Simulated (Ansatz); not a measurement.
```yaml
crystal:
  lattice:
    - [7.36842, 0.00000, 0.00000]
    - [-3.68421, 6.38124, 0.00000]
    - [0.00000, 0.00000, 6.93303]
  atoms:
    - { symbol: Sr, position: [0.33333, 0.66667, 0.16667] }
    - { symbol: Sr, position: [0.00000, 0.00000, 0.50000] }
    - { symbol: Sr, position: [0.66667, 0.33333, 0.83333] }
    - { symbol: Cl, position: [0.00000, 0.00000, 0.00000] }
    - { symbol: Cl, position: [0.66667, 0.33333, 0.33333] }
    - { symbol: Cl, position: [0.33333, 0.66667, 0.66667] }
    - { symbol: F, position: [0.12000, 0.88000, 0.15600] }
    - { symbol: F, position: [0.78667, 0.21333, 0.48933] }
    - { symbol: F, position: [0.45333, 0.54667, 0.82267] }
    - { symbol: F, position: [0.12000, 0.24000, 0.15600] }
    - { symbol: F, position: [0.78667, 0.57333, 0.48933] }
    - { symbol: F, position: [0.45333, 0.90667, 0.82267] }
    - { symbol: F, position: [0.76000, 0.88000, 0.15600] }
    - { symbol: F, position: [0.42667, 0.21333, 0.48933] }
    - { symbol: F, position: [0.09333, 0.54667, 0.82267] }
    - { symbol: F, position: [0.54667, 0.45333, 0.17733] }
    - { symbol: F, position: [0.21333, 0.78667, 0.51067] }
    - { symbol: F, position: [0.88000, 0.12000, 0.84400] }
    - { symbol: F, position: [0.90667, 0.45333, 0.17733] }
    - { symbol: F, position: [0.57333, 0.78667, 0.51067] }
    - { symbol: F, position: [0.24000, 0.12000, 0.84400] }
    - { symbol: F, position: [0.54667, 0.09333, 0.17733] }
    - { symbol: F, position: [0.21333, 0.42667, 0.51067] }
    - { symbol: F, position: [0.88000, 0.76000, 0.84400] }
```

Space group R-3m; built by placing these elements on a known structure type; not relaxed (largest force 1.2 eV/Å); computed pressure about 3 GPa in this cell; computed without spin polarisation.

Theory: DFT, PAW plane waves, r2SCAN in Ansatz.

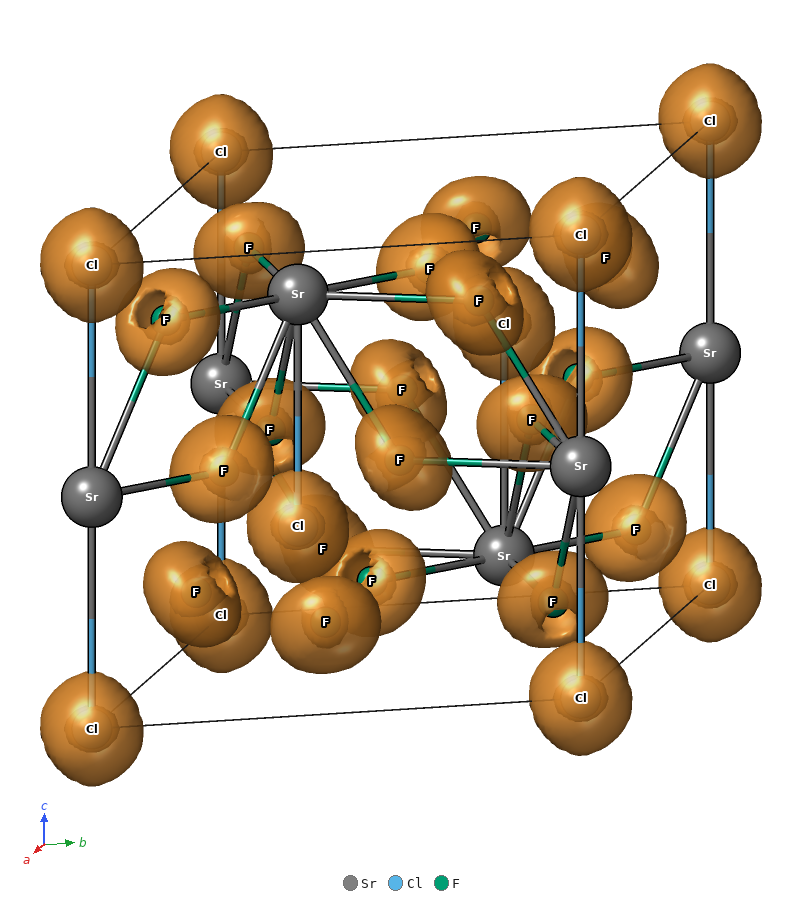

SrClF₆. Isosurface of the ELF at 0.75 (orange), seen at an oblique angle. Core shells and regions of very low density are left out. Sticks mark near contacts.

Question: What do the ELF domains correspond to?

Answer: The ELF exceeds this value in three regions wrapped around Cl (the valence shell of each) and 18 regions wrapped around F (the valence shell of each), counted in one cell of 24 atoms. Any copies at cell faces, edges or corners count once. Along the contacts the grid gives the following. Sr–F (2.72 Å): the ELF is about 0.05 at the midpoint (no shared electron pair shows on this line). Sr–Cl (3.47 Å): the ELF is about 0 at the midpoint (no shared electron pair shows on this line).

Question: How much charge does the calculation move between the atoms?

Answer: Electrons move from Sr and Cl towards F. Bader charges: Sr +1.79, Cl +1.50 and F −0.55 e.
